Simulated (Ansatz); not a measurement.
Geometry relaxation of CH$_{6}$AlNO$_{2}$ (part 2 of 2)

The same run, continued: CH$_{6}$AlNO$_{2}$; RKS B3LYP-D4/def2-SVP (Ansatz 0.2.0). It belongs to a series of runs on one base structure; here: end point B relaxed.

Geometry of the input (Å):
```
N  -0.3273  1.4023  1.2018
C  -0.8678  0.4137  0.2820
Al 0.6334  -0.6381  -0.4592
O  0.8213  -2.4394  -0.1663
O  1.9881  0.1930  -1.4204
H  0.5943  1.1757  1.4957
H  -0.2108  2.3120  0.6179
H  -1.5266  -0.2475  0.8062
H  -1.3879  0.9071  -0.5298
H  0.2685  -2.8406  -0.9110
H  1.6610  0.1646  -2.3197
```

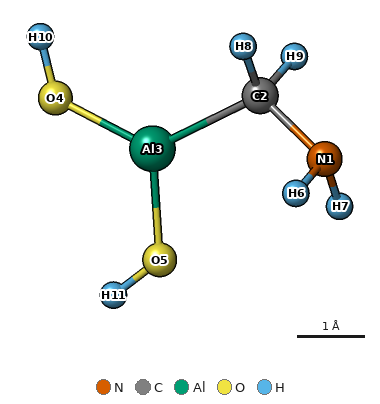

The geometry at step 14 of the log (ball-and-stick view, seen at a tilt; atoms are numbered from 1 in the order of the input).

### Trajectory as extended XYZ, continued
```
11
Properties=species:S:1:pos:R:3:forces:R:3 step=6 energy=-13311.99870
N    -0.4207    1.6074    1.0521    0.0883  -0.0172  -0.0991
C    -0.7875    0.3378    0.3773   -0.0146   0.0268   0.0054
Al    0.6196   -0.6282   -0.6320   -0.0311   0.0055   0.0926
O     0.7418   -2.3274   -0.8063   -0.3526  -0.1573  -0.1101
O     1.8326    0.3190   -1.3706    0.0535   0.0195  -0.5598
H     0.3007    1.4341    1.7551   -0.0301  -0.0058  -0.0370
H     0.0179    2.2408    0.3786   -0.0379  -0.0556   0.0527
H    -1.2718   -0.3265    1.1174    0.0169   0.0295  -0.0182
H    -1.6023    0.5656   -0.3422    0.0512  -0.0351   0.0681
H    -0.0028   -2.9351   -0.6935    0.2915   0.1422   0.0473
H     2.2185    0.1152   -2.2386   -0.0353   0.0477   0.5580
11
Properties=species:S:1:pos:R:3:forces:R:3 step=7 energy=-13312.05590
N    -0.4154    1.6219    1.0388    0.1805  -0.0657  -0.1265
C    -0.7660    0.3386    0.3854   -0.3765  -0.0015   0.3461
Al    0.5722   -0.6529   -0.6533    0.1036   0.2062  -0.0936
O     0.6797   -2.3330   -0.9424   -0.1433  -0.0807   0.0245
O     1.7157    0.3691   -1.3974    0.2276  -0.1022  -0.2659
H     0.3327    1.4664    1.7167    0.0025   0.0198  -0.0036
H    -0.0085    2.2542    0.3473    0.0151   0.0028  -0.0040
H    -1.2260   -0.3087    1.1550   -0.0299  -0.0373  -0.0220
H    -1.6100    0.5468   -0.3011   -0.0131  -0.0541  -0.0412
H     0.0321   -2.9925   -0.6708    0.1161   0.0516  -0.0184
H     2.3396    0.0929   -2.0810   -0.0826   0.0612   0.2046
11
Properties=species:S:1:pos:R:3:forces:R:3 step=8 energy=-13312.05719
N    -0.3853    1.6441    0.9955   -0.0926   0.0132   0.0133
C    -0.8142    0.3443    0.4298    0.2411   0.0618  -0.1760
Al    0.5371   -0.6300   -0.6731   -0.5524  -0.1128   0.3731
O     0.5964   -2.2951   -0.9943    0.1712  -0.0425  -0.1250
O     1.7061    0.3747   -1.3837    0.0986   0.1314  -0.0209
H     0.3569    1.5031    1.6809    0.0374  -0.0130  -0.0312
H     0.0248    2.2321    0.2691    0.0208  -0.0374  -0.0118
H    -1.2426   -0.2617    1.2437    0.0570  -0.1416   0.0519
H    -1.6870    0.5299   -0.2239   -0.0362   0.0302  -0.0508
H     0.1503   -3.1139   -0.7769   -0.0520   0.1362   0.0578
H     2.4035    0.0752   -1.9698    0.1070  -0.0256  -0.0804
11
Properties=species:S:1:pos:R:3:forces:R:3 step=9 energy=-13312.05972
N    -0.3795    1.6740    0.9498    0.0609  -0.2380   0.0875
C    -0.8368    0.3594    0.4454   -0.0379  -0.2441  -0.1143
Al    0.4727   -0.6608   -0.6509    0.3939   0.3461  -0.2368
O     0.6473   -2.3087   -1.0774   -0.0450   0.2039   0.0685
O     1.7035    0.3760   -1.2721   -0.2062  -0.2381   0.0685
H     0.4029    1.5302    1.5900    0.0096   0.0582   0.0219
H     0.0197    2.2164    0.1832   -0.0081  -0.0017  -0.0564
H    -1.1649   -0.2797    1.2884   -0.0659   0.2218   0.0355
H    -1.7578    0.5256   -0.1469    0.0181  -0.0960   0.0299
H     0.1390   -3.0894   -0.8548   -0.0918  -0.0317   0.0456
H     2.4001    0.0597   -1.8575   -0.0277   0.0196   0.0500
11
Properties=species:S:1:pos:R:3:forces:R:3 step=10 energy=-13312.08319
N    -0.3898    1.6290    0.9775    0.0613   0.0683  -0.0382
C    -0.8160    0.3268    0.4240   -0.1123  -0.1343   0.1404
Al    0.5214   -0.6233   -0.6683    0.1907   0.0397  -0.0644
O     0.6511   -2.2903   -1.0212   -0.2116  -0.1984   0.0616
O     1.7318    0.3914   -1.3308    0.1031  -0.1612  -0.1497
H     0.3928    1.4910    1.6195   -0.0226  -0.0025  -0.0049
H    -0.0018    2.1984    0.2254    0.0173   0.0971  -0.0146
H    -1.1920   -0.2941    1.2599    0.0156  -0.0273  -0.0917
H    -1.7145    0.4894   -0.2021   -0.0207   0.0272   0.0258
H     0.0444   -2.9916   -0.7516    0.1724   0.1921  -0.0676
H     2.4186    0.0762   -1.9351   -0.1932   0.0993   0.2033
11
Properties=species:S:1:pos:R:3:forces:R:3 step=11 energy=-13312.09021
N    -0.3985    1.6360    0.9623   -0.0068   0.0109   0.0058
C    -0.8030    0.3124    0.4375   -0.0097   0.0047  -0.0272
Al    0.5356   -0.6258   -0.6717   -0.0125  -0.0108  -0.0031
O     0.6041   -2.2883   -1.0625    0.0122   0.0237  -0.0049
O     1.7595    0.3785   -1.3078   -0.0024  -0.0005   0.0081
H     0.4063    1.5304    1.5815    0.0058   0.0070  -0.0053
H    -0.0604    2.2229    0.1979   -0.0052  -0.0151   0.0073
H    -1.1379   -0.3173    1.2818    0.0026   0.0074   0.0065
H    -1.7238    0.4463   -0.1638    0.0095  -0.0066   0.0188
H    -0.0032   -2.9732   -0.7720   -0.0086  -0.0150  -0.0017
H     2.4674    0.0809   -1.8859    0.0151  -0.0056  -0.0044
11
Properties=species:S:1:pos:R:3:forces:R:3 step=12 energy=-13312.09156
N    -0.4045    1.6441    0.9511   -0.0142  -0.0051  -0.0008
C    -0.7998    0.3096    0.4472   -0.0171  -0.0099   0.0044
Al    0.5340   -0.6268   -0.6706    0.0059   0.0140   0.0045
O     0.5918   -2.2833   -1.0848   -0.0020  -0.0030  -0.0034
O     1.7763    0.3710   -1.2822   -0.0078  -0.0019   0.0079
H     0.4143    1.5559    1.5539    0.0102   0.0047   0.0007
H    -0.0892    2.2266    0.1742    0.0008   0.0036  -0.0068
H    -1.1076   -0.3147    1.3064    0.0118   0.0035  -0.0044
H    -1.7367    0.4212   -0.1327    0.0099   0.0020   0.0032
H    -0.0204   -2.9710   -0.8113   -0.0029  -0.0037  -0.0045
H     2.4881    0.0702   -1.8540    0.0055  -0.0041  -0.0009
11
Properties=species:S:1:pos:R:3:forces:R:3 step=13 energy=-13312.08899 accepted=F
N    -0.4322    1.6736    0.9057    0.2103  -0.0083  -0.0432
C    -0.7797    0.2909    0.4903   -0.1593  -0.0257   0.0975
Al    0.5428   -0.6322   -0.6544    0.0681  -0.0341  -0.0642
O     0.5352   -2.2649   -1.1721   -0.1193  -0.0296   0.0714
O     1.8487    0.3412   -1.1775   -0.0951  -0.0583   0.0486
H     0.4435    1.6641    1.4438   -0.2431  -0.0096  -0.1688
H    -0.2156    2.2428    0.0789   -0.0496  -0.1612   0.1858
H    -0.9806   -0.3160    1.4032    0.0460   0.1726  -0.1957
H    -1.7697    0.3124   -0.0212    0.2226   0.0137   0.1099
H    -0.1150   -2.9454   -0.9627    0.1252   0.1524  -0.0379
H     2.5689    0.0364   -1.7369   -0.0057  -0.0120  -0.0034
11
Properties=species:S:1:pos:R:3:forces:R:3 step=14 energy=-13312.09175
N    -0.4032    1.6471    0.9392    0.0452   0.0239   0.0194
C    -0.8021    0.3058    0.4562    0.0887   0.0201  -0.0063
Al    0.5312   -0.6306   -0.6603   -0.0166  -0.0184  -0.0204
O     0.5852   -2.2811   -1.0997   -0.0126  -0.0106   0.0108
O     1.7776    0.3719   -1.2534    0.0497  -0.0067  -0.0277
H     0.4294    1.5702    1.5270   -0.0418  -0.0021  -0.0260
H    -0.1024    2.2205    0.1492   -0.0117  -0.0040   0.0118
H    -1.0910   -0.3113    1.3248   -0.0413  -0.0121   0.0295
H    -1.7411    0.4118   -0.1172   -0.0523  -0.0214  -0.0034
H    -0.0283   -2.9746   -0.8427    0.0116   0.0202  -0.0084
H     2.4909    0.0731   -1.8258   -0.0190   0.0110   0.0205
11
Properties=species:S:1:pos:R:3:forces:R:3 step=15 energy=-13312.09362
N    -0.4209    1.6630    0.9185    0.0576  -0.0274  -0.0212
C    -0.7866    0.2950    0.4792   -0.0044   0.0594   0.0061
Al    0.5379   -0.6328   -0.6567    0.0138  -0.0154  -0.0021
O     0.5552   -2.2713   -1.1442   -0.0343  -0.0093   0.0167
O     1.8195    0.3532   -1.2038   -0.0065  -0.0133   0.0019
H     0.4382    1.6284    1.4719   -0.0532  -0.0028  -0.0324
H    -0.1728    2.2311    0.1054   -0.0240  -0.0374   0.0419
H    -1.0263   -0.3102    1.3736    0.0029   0.0160  -0.0131
H    -1.7535    0.3517   -0.0580    0.0179  -0.0131   0.0140
H    -0.0807   -2.9564   -0.9192    0.0316   0.0442  -0.0120
H     2.5361    0.0512   -1.7695   -0.0016  -0.0009   0.0002
11
Properties=species:S:1:pos:R:3:forces:R:3 step=16 energy=-13312.09397
N    -0.4315    1.6696    0.9099    0.0531  -0.0349  -0.0411
C    -0.7775    0.2902    0.4897   -0.0434   0.0342   0.0391
Al    0.5486   -0.6345   -0.6481   -0.0174   0.0128  -0.0262
O     0.5375   -2.2627   -1.1665   -0.0093  -0.0112   0.0136
O     1.8445    0.3406   -1.1807   -0.0204  -0.0050   0.0251
H     0.4404    1.6568    1.4444   -0.0638   0.0021  -0.0411
H    -0.2145    2.2371    0.0869   -0.0204  -0.0526   0.0596
H    -0.9930   -0.3091    1.3959    0.0186   0.0354  -0.0388
H    -1.7568    0.3182   -0.0306    0.0771   0.0044   0.0239
H    -0.1102   -2.9404   -0.9557    0.0151   0.0235  -0.0050
H     2.5587    0.0370   -1.7479    0.0109  -0.0087  -0.0091
11
Properties=species:S:1:pos:R:3:forces:R:3 step=17 energy=-13312.09437
N    -0.4366    1.6718    0.9055    0.0564  -0.0175  -0.0414
C    -0.7731    0.2879    0.4958   -0.0480   0.0229   0.0200
Al    0.5457   -0.6313   -0.6545    0.0249  -0.0067   0.0249
O     0.5301   -2.2586   -1.1753   -0.0148  -0.0047  -0.0048
O     1.8581    0.3339   -1.1646   -0.0291  -0.0022   0.0081
H     0.4450    1.6712    1.4240   -0.0643   0.0019  -0.0440
H    -0.2421    2.2387    0.0767   -0.0141  -0.0419   0.0622
H    -0.9701   -0.3089    1.4079    0.0196   0.0220  -0.0448
H    -1.7582    0.3020   -0.0125    0.0523   0.0140   0.0279
H    -0.1262   -2.9316   -0.9765    0.0118   0.0193  -0.0031
H     2.5735    0.0278   -1.7292    0.0054  -0.0070  -0.0051
11
Properties=species:S:1:pos:R:3:forces:R:3 step=18 energy=-13312.09481
N    -0.4391    1.6722    0.9032    0.0500  -0.0010  -0.0220
C    -0.7702    0.2867    0.4996   -0.0201   0.0147   0.0080
Al    0.5487   -0.6328   -0.6496    0.0195  -0.0026   0.0035
O     0.5260   -2.2565   -1.1811   -0.0086  -0.0033  -0.0018
O     1.8628    0.3312   -1.1574   -0.0166  -0.0060   0.0059
H     0.4462    1.6785    1.4140   -0.0438   0.0050  -0.0282
H    -0.2550    2.2380    0.0720   -0.0089  -0.0252   0.0414
H    -0.9618   -0.3080    1.4129    0.0060   0.0069  -0.0155
H    -1.7551    0.2965   -0.0063    0.0151   0.0009   0.0097
H    -0.1338   -2.9274   -0.9873    0.0083   0.0141  -0.0012
H     2.5775    0.0245   -1.7229   -0.0009  -0.0035   0.0003
11
Properties=species:S:1:pos:R:3:forces:R:3 step=19 energy=-13312.09507
N    -0.4434    1.6740    0.8981    0.0317   0.0149  -0.0064
C    -0.7651    0.2840    0.5065   -0.0011  -0.0003  -0.0013
Al    0.5527   -0.6341   -0.6446    0.0102  -0.0027  -0.0109
O     0.5172   -2.2519   -1.1935   -0.0015   0.0002   0.0002
O     1.8741    0.3249   -1.1419   -0.0064  -0.0061   0.0038
H     0.4497    1.6941    1.3937   -0.0239   0.0020  -0.0142
H    -0.2812    2.2386    0.0623   -0.0047  -0.0142   0.0216
H    -0.9431   -0.3070    1.4244   -0.0017   0.0013   0.0024
H    -1.7534    0.2816    0.0088   -0.0035  -0.0020   0.0013
H    -0.1492   -2.9184   -1.0085    0.0043   0.0082   0.0005
H     2.5880    0.0170   -1.7080   -0.0034  -0.0012   0.0031
11
Properties=species:S:1:pos:R:3:forces:R:3 step=20 energy=-13312.09519
N    -0.4471    1.6761    0.8927    0.0187   0.0206  -0.0007
C    -0.7607    0.2813    0.5131    0.0002  -0.0080  -0.0040
Al    0.5549   -0.6348   -0.6421    0.0049  -0.0071  -0.0119
O     0.5091   -2.2473   -1.2063    0.0003   0.0040   0.0016
O     1.8851    0.3187   -1.1263   -0.0041  -0.0053   0.0028
H     0.4537    1.7089    1.3728   -0.0138  -0.0016  -0.0079
H    -0.3061    2.2391    0.0524   -0.0029  -0.0106   0.0123
H    -0.9244   -0.3056    1.4364   -0.0016   0.0022   0.0031
H    -1.7539    0.2668    0.0255   -0.0029  -0.0010   0.0013
H    -0.1634   -2.9099   -1.0295    0.0038   0.0072   0.0008
H     2.5991    0.0095   -1.6914   -0.0027  -0.0004   0.0026
11
Properties=species:S:1:pos:R:3:forces:R:3 step=21 energy=-13312.09525
N    -0.4501    1.6781    0.8875    0.0095   0.0185   0.0005
C    -0.7571    0.2789    0.5191   -0.0039  -0.0100  -0.0025
Al    0.5561   -0.6354   -0.6408    0.0021  -0.0102  -0.0073
O     0.5021   -2.2429   -1.2184    0.0001   0.0066   0.0024
O     1.8946    0.3132   -1.1114   -0.0044  -0.0046   0.0019
H     0.4579    1.7218    1.3525   -0.0090  -0.0042  -0.0054
H    -0.3287    2.2389    0.0428   -0.0017  -0.0087   0.0076
H    -0.9069   -0.3037    1.4479    0.0005   0.0045  -0.0026
H    -1.7554    0.2536    0.0421    0.0040   0.0010   0.0037
H    -0.1757   -2.9023   -1.0491    0.0040   0.0070   0.0005
H     2.6093    0.0026   -1.6748   -0.0012   0.0000   0.0013
11
Properties=species:S:1:pos:R:3:forces:R:3 step=22 energy=-13312.09527
N    -0.4509    1.6789    0.8852   -0.0047   0.0056   0.0036
C    -0.7560    0.2779    0.5214   -0.0044  -0.0064  -0.0008
Al    0.5561   -0.6357   -0.6405    0.0004  -0.0091  -0.0030
O     0.4996   -2.2412   -1.2234    0.0008   0.0069   0.0017
O     1.8978    0.3111   -1.1053   -0.0038  -0.0031   0.0012
H     0.4598    1.7263    1.3439    0.0032  -0.0036   0.0016
H    -0.3369    2.2383    0.0389   -0.0003   0.0000  -0.0044
H    -0.9001   -0.3025    1.4524    0.0015   0.0035  -0.0038
H    -1.7564    0.2488    0.0491    0.0053   0.0014   0.0032
H    -0.1798   -2.8994   -1.0569    0.0022   0.0047   0.0005
H     2.6130    0.0001   -1.6677   -0.0001   0.0001   0.0003
```
